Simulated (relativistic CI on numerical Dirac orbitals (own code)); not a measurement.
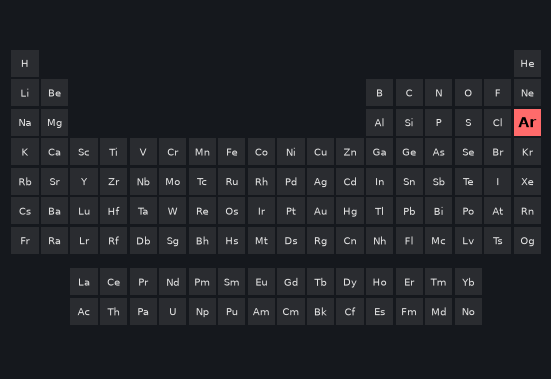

Fig. 1: The place of argon in the periodic table.

**Ar²⁺: relativistic CI calculation**

- system: Ar²⁺.
- method: Dirac-Coulomb-Breit CI, KLI orbitals optimised for each configuration, model QED (radiative potential, 1s self-energy scaled to tabulated hydrogen-like ionisation energies), numerical settings as typed (relativistic CI on numerical Dirac orbitals, in-house)

### Input file
```
atom Ar  Z=18  charge=3  electrons=15
nucleus A=40  rms_radius_fm=3.4274
hamiltonian dirac-coulomb  breit=on  qed=on  c_scale=1
orbitals kli  potential=per-configuration
slater_scale 1
correlation none
mixing on
grid step=0.0125 r_max=34.3
scf mixing=0.4 start=green max_iterations=95 tolerance=2e-08 node_fill=0.05
configurations
  [Ne] 3s2 3p4
  [Ne] 3s 3p5
  [Ne] 3s2 3p3 3d
end
```

The run was one of a batch that the task file lists, launched with:
```bash
python <driver script> task.json out
```

The program writes its results to a structured record and prints no log; tables and figures of this report are taken from that record.

### Outcome

| quantity | value |
| --- | --- |
| outcome | refused by the program |
| hardware | 1 CPU thread, shared host |

### Diagnosis

One thing in this input was made wrong on purpose: charge. The program refused the input; the driver noted: configuration [Ne] 3s2 3p4 has 16 electrons, the ion has 15.
